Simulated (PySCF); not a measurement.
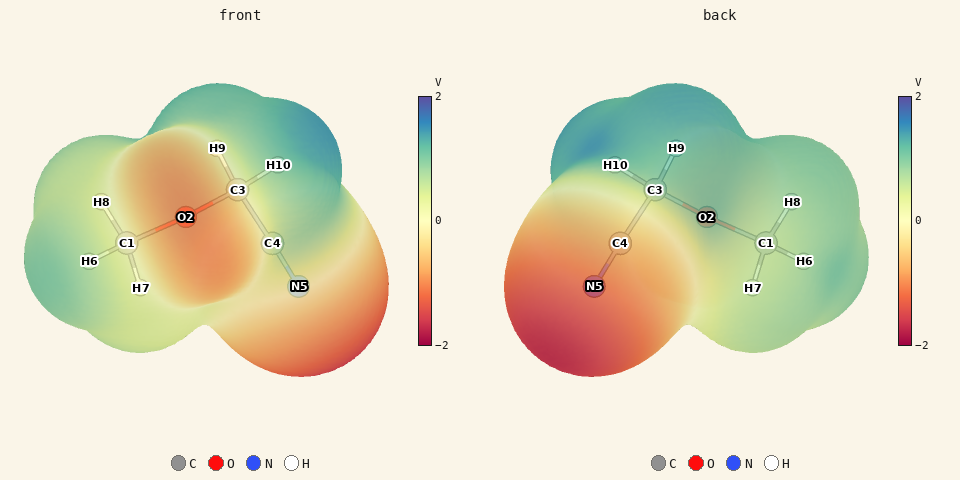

The picture shows: C3H5NO (SMILES COCC#N). The molecular electrostatic potential painted on the density surface at 0.002 e/bohr³, seen from the front and from behind; red is negative and blue positive.

Geometry: PBE0-D3(BJ)/def2-SVP.

Computed with PySCF 2.14.0, PBE0/pcSseg-1, SCF density, gas phase, non-relativistic.

The calculation's input:

```
{"job": {"xc": "PBE0", "basis": "pcSseg-1", "kind": "nmr", "pop": true}, "charge": 0, "multiplicity": 1}
C     -1.297037    -0.073583     0.427921
O     -0.466467     0.857212    -0.212908
C      0.696494     0.313842    -0.734340
C      1.634954    -0.164848     0.298668
N      2.348032    -0.545775     1.126032
H     -2.191307     0.466027     0.765058
H     -0.804890    -0.530098     1.306501
H     -1.606694    -0.883211    -0.260616
H      0.494604    -0.533927    -1.421012
H      1.201192     1.099017    -1.317832
```

Launched as:

```sh
OMP_NUM_THREADS=1 python ens_run.py task.json out
```

Which sites attract a positive test charge, and which a negative one?

A positive charge is drawn to the negative regions and a negative charge to the positive ones. The most negative region (about −1.7 V, or −39 kcal/mol for a unit charge) lies over N5, the most positive (about +1.4 V, or +32 kcal/mol for a unit charge) over C3 and H10. N5 is the likeliest acceptor of a hydrogen bond.

How polar is the molecule by this calculation?

Its dipole moment is 3.24 D.
